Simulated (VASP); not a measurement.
Band structure of PbS (space group Fm-3m). These are PBE GGA, VASP's PBE PAW potentials (set 64) (plane waves; VASP) values and carry that method's errors.

Unless said otherwise, spin-orbit coupling is left out, though it shifts the bands of the heavy elements here.

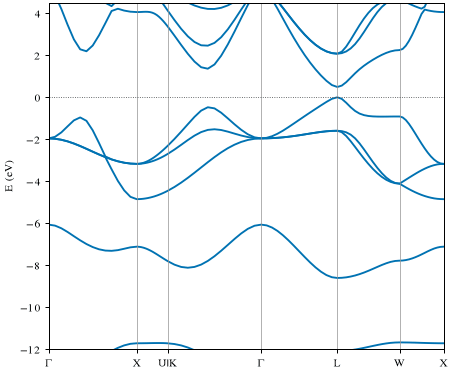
Figure: Bands along high-symmetry lines, zero at the valence-band maximum or, without a gap, the Fermi level

Problem. Read the plot: is there a gap, and where are the band edges?

Solution. The gap is direct, 0.49 eV, from the valence maximum at L to the conduction minimum at L. (Edges off the drawn lines would not show.)

The structure comes from a measured PbS entry (Fm-3m) of the Crystallography Open Database, whose conditions weren't checked. It was relaxed first.
